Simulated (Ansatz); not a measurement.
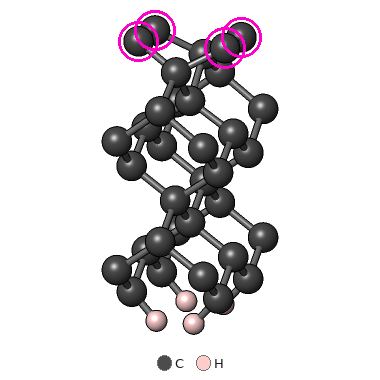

The system is a C(100) slab cut from the Fd-3m phase, its lower face capped with 4 H atoms (22 atoms in the cell); the picture shows the reference structure. Two atoms of the surface dimers are held at set heights. First axis: height of C17 above its place in the flat dimer. Second axis: height of C18 above its place in the flat dimer. Relaxed at each point: all atoms of the upper layers, but for the two heights. Grid: 7 × 7 points; 28 points were computed and 21 follow by symmetry. Points are written as (first, second). All energies are given in eV relative to the lowest grid point. Computed with Ansatz 0.2.0, DFT LDA, scalar-relativistic, plane waves, PAW. Settings: cutoff 420 eV, k-mesh 10×5×1, gaussian smearing 0.05 eV, no spin polarisation.

Range: height of C17 above its place in the flat dimer from −0.431 to 0.417 Å; height of C18 above its place in the flat dimer from −0.431 to 0.417 Å.

What will the energy surface look like?

The lowest grid point is at (0.000 Å, 0.000 Å). No other kind of well shows on this grid. The highest grid point, (−0.431 Å, 0.417 Å), lies 3.51 eV above the lowest. Round the minimum the valley is somewhat tilted: raising the first coordinate shifts the best value of the second coordinate upwards (coupling k₁₂/√(k₁₁k₂₂) about −0.4).

| second ↓, first → | −0.431 | −0.292 | −0.146 | 0.000 | 0.139 | 0.278 | 0.417 |
| --- | --- | --- | --- | --- | --- | --- | --- |
| 0.417 | 3.51 | 2.44 | 1.63 | 1.14 | 0.96 | 1.04 | 1.37 |
| 0.278 | 2.55 | 1.58 | 0.89 | 0.52 | 0.44 | 0.62 | 1.04 |
| 0.139 | 1.81 | 0.96 | 0.39 | 0.13 | 0.16 | 0.44 | 0.96 |
| 0.000 | 1.34 | 0.60 | 0.15 | 0.00 | 0.13 | 0.52 | 1.14 |
| −0.146 | 1.14 | 0.52 | 0.18 | 0.15 | 0.39 | 0.89 | 1.63 |
| −0.292 | 1.25 | 0.75 | 0.52 | 0.60 | 0.96 | 1.58 | 2.44 |
| −0.431 | 1.66 | 1.25 | 1.14 | 1.34 | 1.81 | 2.55 | 3.51 |

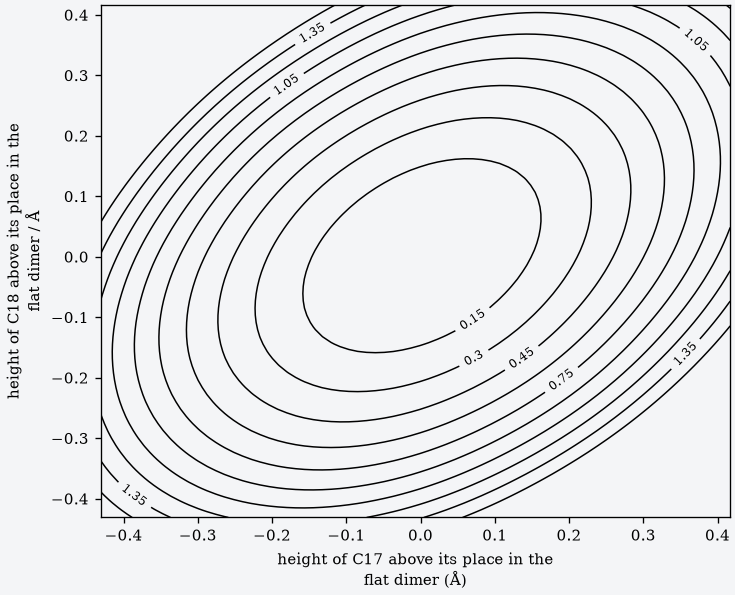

Drawn: contour lines labelled in eV (none above 1.5). Between grid points the surface is interpolated.

Each point was launched as `ansatz run input.yaml --threads 4 --pin off --max-ram 12288MiB --backend cpu --events-out ev --progress --plain --runs-dir out`. Time for the 28 points that were run: 14 min on 4 threads of Arm Neoverse V2 (shared host).
